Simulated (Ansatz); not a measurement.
```xyz
5

N     0.2722   -1.2086    1.5669
O    -1.2571    0.0908    3.0773
S    -1.2952   -1.0783    1.8949
H     0.3908   -1.9176    0.8314
H    -0.3112    0.3116    3.1814
```

Geometry: B3LYP-D3(BJ)/def2-SVP.

Computed with isolated molecule in a Gaussian basis; Kohn-Sham density functional theory, functional PBE0 (Ansatz 0.2.0).

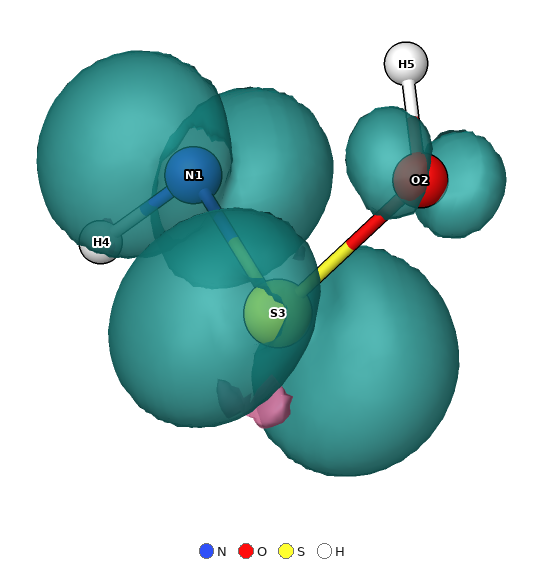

H₂NOS (SMILES [NH]SO) (doublet). Isosurfaces of the spin density at +0.03 (teal) and −0.03 e/Å³ (pink), seen at an oblique angle.

Where is the unpaired spin?

Answer. The unpaired spin (1 electron) lies mostly on N1 (about 0.5) and S3 (about 0.4), in electrons by Hirshfeld's partition.
